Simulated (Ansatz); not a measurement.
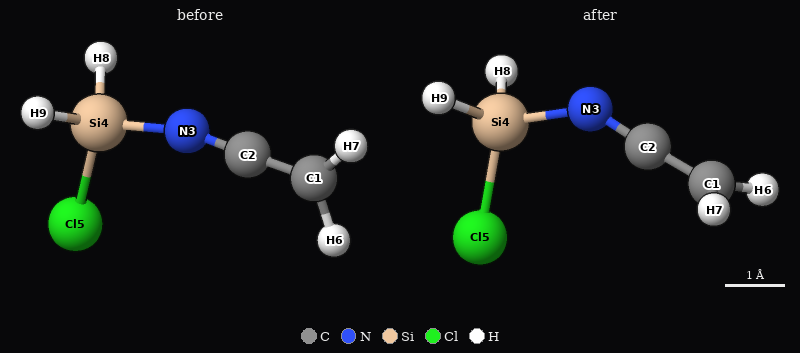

The structure of C$_{2}$H$_{4}$ClNSi (coarse preliminary run) before (left) and after (right) a relaxation, at one scale.

Style: ball-and-stick. Shown at a tilt.

The start comes from a force field.

Computed with RKS PBE-D4/def2-SVP in Ansatz 0.2.0. Set-up: force threshold 0.03 eV/Å; at most 200 steps.

What changed between the two?

Answer. The largest move after the best rigid fit is that of H7, 1.29 Å. By element the largest moves are H 1.29 Å, Cl 0.55 Å, N 0.38 Å, C 0.14 Å, Si 0.05 Å. Near-neighbour distances that change, for instance: Si4–H9 1.405 → 1.495 Å, N3–Si4 1.675 → 1.745 Å, C1–H6 1.159 → 1.099 Å, C1–H7 1.054 → 1.099 Å. Bond angles that change, for instance: C2–N3–Si4 164.4° → 140.5°, N3–Si4–H9 113.6° → 106.8°, C2–C1–H7 125.7° → 120.3°. Over 16 accepted moves (19 points after the start) the energy falls by 51.4 kJ/mol. Largest force component: 3.5 eV/Å at the start, 0.0066 eV/Å at the end. The line search rejected the trial steps at points 2, 13, 16 of the run. The run took 16 s on 4 threads of Intel Xeon Platinum 8488C, on a shared host.
